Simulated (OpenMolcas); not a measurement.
# doublet AlSbH3F+: levels of theory compared

Aim: a comparison of 4 runs (UBHLYP/def2-SVP, UBLYP/def2-SVP, ROMP2/def2-SVP, ROCCSD(T)/def2-SVP) of doublet AlSbH3F+. 

The calculation is run with OpenMolcas 26.06.

## Step 1: The system as given

AlSbH3F+: 6 atoms, total charge +1, spin state doublet. SMILES of the parent species: `[F][AlH][SbH2]`. The coordinates come from a PBE0-D4/def2-TZVP relaxation. This is one conformer, not always the lowest. That shape belongs to the parent species and isn't relaxed for this state.

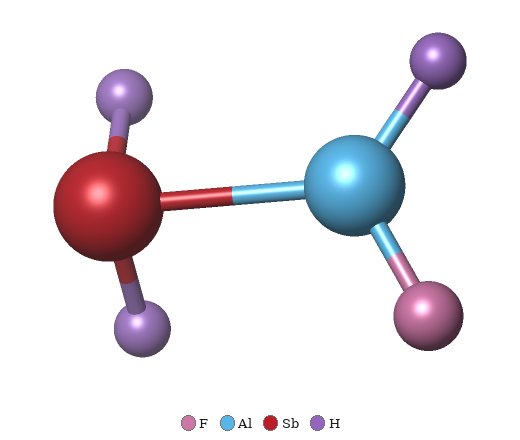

The structure, seen from a chosen angle (fluorine pink, aluminium blue, antimony red, hydrogen purple).

## Step 2: A single-point energy at UBHLYP/def2-SVP (core potential) (run 1)

Input file coord.xyz:

```xyz
6

F     -1.114600    -1.632400     1.262300
Al    -0.336100    -1.039300    -0.069800
Sb     1.279900     1.003700     0.334800
H     -0.594800    -1.800700    -1.431700
H      0.842100     1.592000    -1.209900
H     -0.034400     1.812900     1.068100
```

Input file mol.input:

```
&gateway
 baslib = $CurrDir
 coord = coord.xyz
 basis = def2-SVP
 group = NoSym

&seward
 gridinput
 Grid=UltraFine
 End of Grid

&scf
 uhf
 charge = 1
 spin = 2
 ksdft = HYB_GGA_XC_BHANDHLYP
 thresholds = 1e-10 1e-07 1e-07 1e-05
 prorbitals = 1 2
```

The basis set def2-SVP is read from a file made from the Basis Set Exchange's data (not shown).

Launch:

```sh
$ export MOLCAS_MEM=1860
$ pymolcas mol.input > mol.log
```

The program printed:

```text
--- Start Module: gateway ---
[...]
--- Stop Module: gateway /rc=_RC_ALL_IS_WELL_ ---
--- Start Module: seward ---
[...]
      Basis functions           73
--- Stop Module: seward /rc=_RC_ALL_IS_WELL_ ---
[...]
--- Start Module: scf ---
[...]
       Convergence after  21 Iterations
[...]
::    Total KS-DFT energy                            -583.7882163019
[...]
      Total spin, S                                     0.5069342098
[...]
      Total electronic charge=   47.000000
      Total            charge=    1.000000
[...]
      Dipole Moment (debye):
      Origin of the operator (angstrom)=    0.7340    0.3762    0.3590
                   X=  7.5803E-01               Y=  6.0583E-01               Z= -2.3392E+00           Total=  2.5325E+00
      Center of Charge (angstrom)
[...]
--- Stop Module: scf /rc=_RC_ALL_IS_WELL_ ---
[...]
```

Wall time 43 s (1 thread of AMD EPYC 7R43 (Zen 3), shared host); peak memory 0.42 GiB.

## Step 3: A single-point energy at UBLYP/def2-SVP (core potential) (run 2)

Input file job.input:

```
* AlFH3Sb Kohn-Sham DFT
&gateway
baslib = $CurrDir
coord
6
angstrom
F       -1.114600      -1.632400       1.262300
Al      -0.336100      -1.039300      -0.069800
Sb       1.279900       1.003700       0.334800
H       -0.594800      -1.800700      -1.431700
H        0.842100       1.592000      -1.209900
H       -0.034400       1.812900       1.068100
basis = def2-SVP
group = NoSym
&seward
gridinput
Grid=UltraFine
End of Grid
&scf
uhf
charge = 1
spin = 2
ksdft = BLYP
thresholds = 1e-10 1e-07 1e-07 1e-05
prorbitals = 1 2
```

The basis set def2-SVP is read from a file made from the Basis Set Exchange's data (not shown).

Launch:

```sh
$ export MOLCAS_MEM=1860
$ pymolcas job.input > job.log
```

The program printed:

```text
--- Start Module: gateway ---
[...]
--- Stop Module: gateway /rc=_RC_ALL_IS_WELL_ ---
--- Start Module: seward ---
[...]
      Basis functions           73
--- Stop Module: seward /rc=_RC_ALL_IS_WELL_ ---
[...]
--- Start Module: scf ---
[...]
       Convergence after  24 Iterations
[...]
::    Total KS-DFT energy                            -583.8371956571
[...]
      Total spin, S                                     0.5018733036
[...]
      Total electronic charge=   47.000000
      Total            charge=    1.000000
[...]
      Dipole Moment (debye):
      Origin of the operator (angstrom)=    0.7340    0.3762    0.3590
                   X=  6.9426E-02               Y= -2.3690E-01               Z= -2.2598E+00           Total=  2.2733E+00
      Center of Charge (angstrom)
[...]
--- Stop Module: scf /rc=_RC_ALL_IS_WELL_ ---
[...]
```

Wall time 38 s (1 thread of AMD EPYC 7R43 (Zen 3), shared host); peak memory 0.42 GiB.

Run 3 isn't shown in full; the table further down has it.

## Step 4: A single-point energy at ROCCSD(T)/def2-SVP (core potential) (run 4)

Input file job.inp:

```
* AlFH3Sb CCSD(T)
>>> EXPORT MOLCAS_PRINT=2
&gateway
baslib = $CurrDir
basisset
F.def2-SVP....
F1 -1.114600 -1.632400 1.262300 angstrom
End of Basis
basisset
Al.def2-SVP....
Al2 -0.336100 -1.039300 -0.069800 angstrom
End of Basis
basisset
Sb.def2-SVP....
Sb3 1.279900 1.003700 0.334800 angstrom
End of Basis
basisset
H.def2-SVP....
H4 -0.594800 -1.800700 -1.431700 angstrom
H5 0.842100 1.592000 -1.209900 angstrom
H6 -0.034400 1.812900 1.068100 angstrom
End of Basis
&seward
&scf
uhf
charge = 1
spin = 2
thresholds = 1e-10 1e-07 1e-07 1e-05
prorbitals = 1 1
&rasscf
fileorb = $Project.UnaOrb
spin = 2
nactel = 1 0 0
inactive = 23
ras2 = 1
outorbitals = Canonical
orblisting = NoCore
&motra
jobiph
frozen = 10
&ccsdt
cct
triples = 3
iterations = 80
accuracy = 1e-08
extrapolation = 5 4
```

The basis set def2-SVP is read from a file made from the Basis Set Exchange's data (not shown).

Launch:

```sh
$ export MOLCAS_MEM=1860
$ pymolcas job.inp > job.log
```

The program printed:

```text
--- Start Module: gateway ---
[...]
--- Stop Module: gateway /rc=_RC_ALL_IS_WELL_ ---
[...]
      Basis functions           73
[...]
       Convergence after  26 Iterations
[...]
::    Total SCF energy                               -581.9544091286
[...]
      Total spin, S                                     0.5138916095
[...]
      Number of active orbitals                  1
[...]
      Spin quantum number                      0.5
[...]
      Active orbitals                            1
[...]
      Number of CSFs                             1
[...]
      Number of root(s) required                 1
[...]
      Convergence after 12 iterations
[...]
      printout of CI-coefficients larger than  0.05 for root  1
      energy=    -581.949584
      conf/sym  1     Coeff  Weight
             1  u   1.00000 1.00000
      Natural orbitals and occupation numbers for root  1
      sym 1:   1.000000
      ************************************************************************************************************************
      *                                                    Final results                                                     *
[...]
::    RASSCF root number  1 Total energy:   -581.94958393
[...]
      Total electronic charge=   47.000000
      Total            charge=    1.000000
[...]
      Dipole Moment (debye):
      Origin of the operator (angstrom)=    0.7340    0.3762    0.3590
                   X=  1.4607E+00               Y=  1.3676E+00               Z= -2.0944E+00           Total=  2.8967E+00
      Center of Charge (angstrom)
[...]
--- Start Module: motra ---
[...]
--- Start Module: ccsdt ---
[...]
      Convergence after                    30  Iterations
      Total energy (diff) :    -582.33757413       0.00000000
[...]
 METHOD                       : CCSD+T(CCSD)+<T3(1)WT1>+<T3(1)UT2> = CCSD(T)
[...]
       CCSD     =      -582.3375741287119
[...]
```

Run time: 70 s. Hardware: 1 thread of AMD EPYC 7R43 (Zen 3), shared host; peak memory 0.42 GiB.

## Step 5: The series

```
run                                level  integration grid  frozen core orbitals  energy (Eh)  wall time
  1     UBHLYP/def2-SVP (core potential)         UltraFine                     –  -583.788216       43 s
  2      UBLYP/def2-SVP (core potential)         UltraFine                     –  -583.837196       38 s
  3      ROMP2/def2-SVP (core potential)                 –                    10  -582.308285       22 s
  4  ROCCSD(T)/def2-SVP (core potential)                 –                    10  -582.345847       70 s
```

## Step 6: Results

| quantity | value |
| --- | --- |
| run 4: total energy | -582.34585 Eh |
| run 4: (T) correction | -8.27 mEh |

What this shows: Totals of different functionals can't be ranked against each other. All runs together took 2.9 min, the longest 70 s.
